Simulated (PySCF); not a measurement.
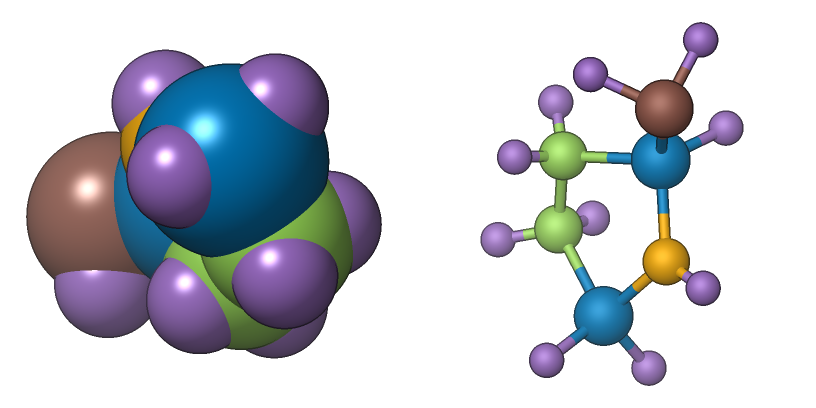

Two views of one molecule. Colours: phosphorus brown, silicon blue, carbon green, nitrogen orange, hydrogen purple.

The computed structure is the end point of a GFN2-xTB optimisation. No frequency run is at hand to confirm it as a minimum.

Describe the molecule.

The molecule is C₂H₁₀NPSi₂. As SMILES it reads `P[Si@@H]1CC[SiH2]N1`. Independent rings (smallest set): 1 of 5 members. Among its groups: Si–H bond, Si–N bond. The point group is C1. Coordination: 1 P trigonal pyramidal; 2 Si tetrahedral; 2 C tetrahedral; 1 N trigonal planar.

The parts below concern this one geometry. Atoms keep their numbers from picture to picture.

### Shape

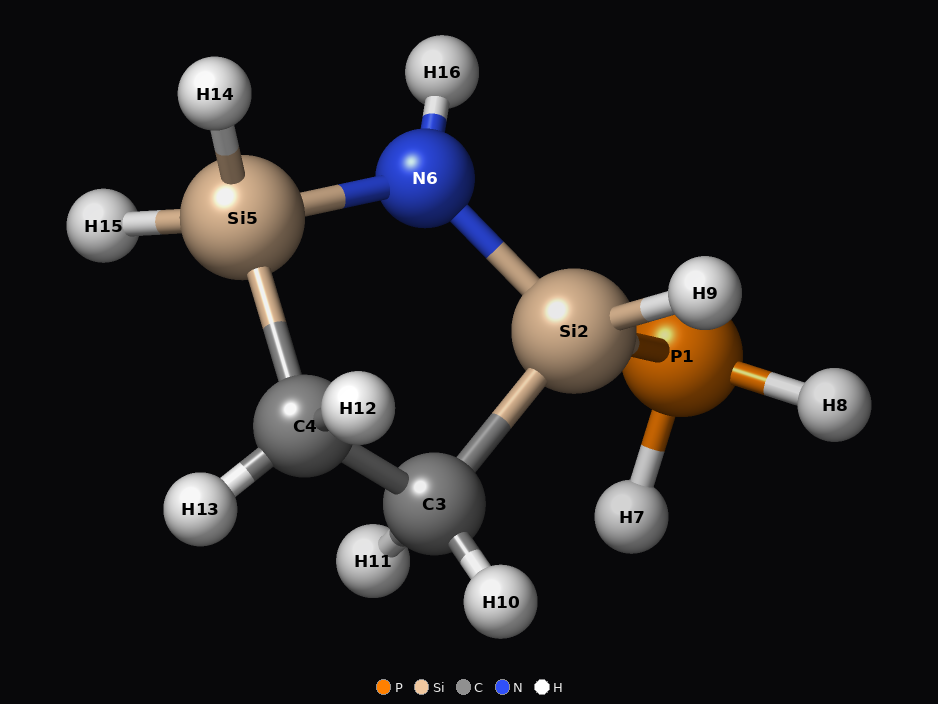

Numbered structure. No frequency run is at hand to confirm it as a minimum.

What are the angles P1–Si2–N6, Si2–C3–H10, Si2–C3–H11, Si2–N6–Si5, Si2–N6–H16, C3–Si2–N6, C4–C3–H11, C4–Si5–H15, Si5–C4–H12, Si5–C4–H13, N6–Si2–H9, N6–Si5–H15?

| angle | degrees |
| --- | --- |
| P1–Si2–N6 | 109.1 |
| Si2–C3–H10 | 113.4 |
| Si2–C3–H11 | 109.3 |
| Si2–N6–Si5 | 117.5 |
| Si2–N6–H16 | 121.4 |
| C3–Si2–N6 | 96.6 |
| C4–C3–H11 | 109.2 |
| C4–Si5–H15 | 113.6 |
| Si5–C4–H12 | 108.8 |
| Si5–C4–H13 | 113.0 |
| N6–Si2–H9 | 111.0 |
| N6–Si5–H15 | 110.9 |

### Polarisability

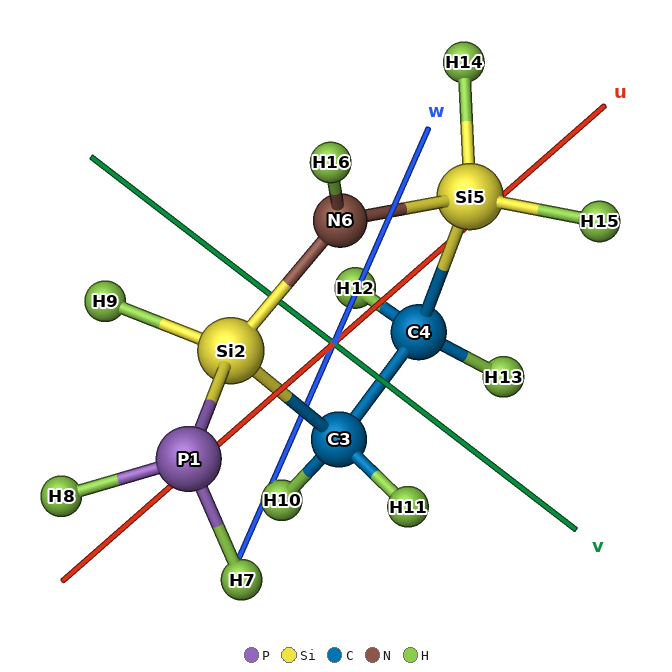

The lines u, v and w are the principal axes of the static dipole polarisability. No frequency run is at hand to confirm it as a minimum. Method: PBE0/def2-SVPD (PySCF 2.14.0).

**Along which axis is the molecule most polarisable, and along which least?**

Most along u (close to the long direction P1···C4), least along v.

**Give the three principal values.**

u 131.7, v 91.7, w 100.0 bohr³; mean 107.8, anisotropy 36.6 bohr³.

### Bond orders

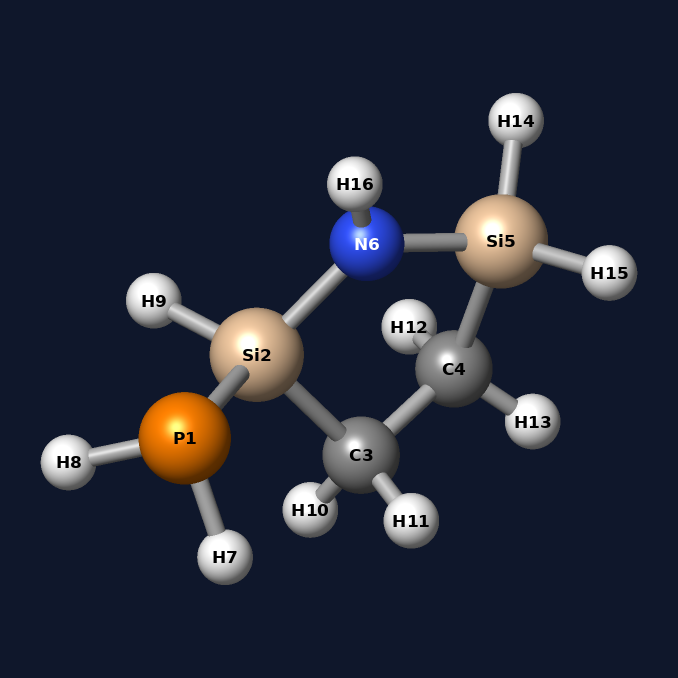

Every bond is drawn as one stick. No frequency run is at hand to confirm it as a minimum. Computed with PBE0/pcSseg-1 (PySCF 2.14.0).

List the Mayer bond orders of P1–Si2, Si2–C3, Si2–N6, C3–C4, C4–Si5, Si5–N6 (bonds between heavy atoms, one of each equivalent set).

```tsv
bond	Mayer order	length (Å)
P1–Si2	0.98	2.246
Si2–C3	0.92	1.905
Si2–N6	0.97	1.731
C3–C4	1.02	1.530
C4–Si5	0.91	1.901
Si5–N6	0.97	1.733
```

### Ring current

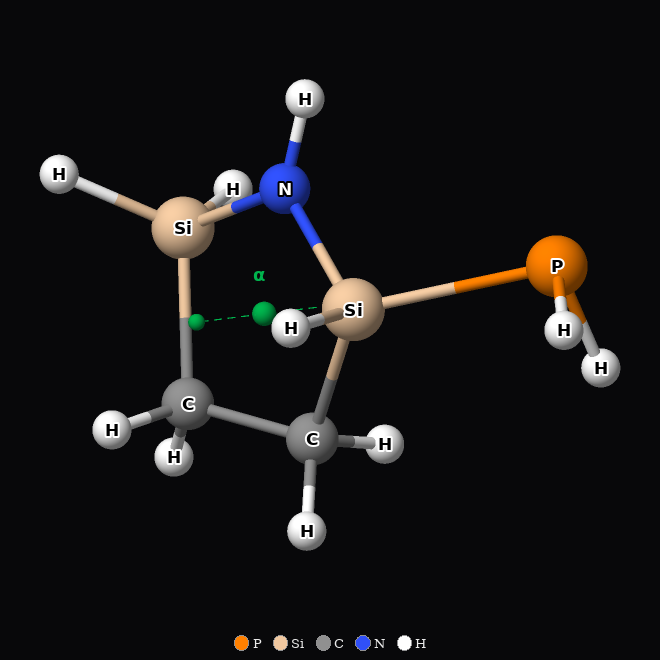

The small points mark where nucleus-independent chemical shifts (NICS) were computed: at the centre of each lettered ring and 1 Å above and below it. No frequency run is at hand to confirm it as a minimum. Properties computed with GIAO PBE0/pcSseg-1 NMR shielding, non-relativistic, gas phase (PySCF 2.14.0).

Give NICS(0), NICS(1) and the out-of-plane component NICS(1)zz for each ring (means of the two sides).

| ring | members | NICS(0) | NICS(1) | NICS(1)zz |
| --- | --- | --- | --- | --- |
| α | C2NSi2 | −5.3 | −3.1 | −1.3 |

Values in ppm.

**What do the values say about the ring currents?**

Ring α: weak, as in a non-aromatic ring. NICS is one index among several.

The geometry is semi-empirical. Around P, Si such bond lengths and angles can be off by a tenth of an ångström or more and by several degrees, and values that hang on the shape move with them.
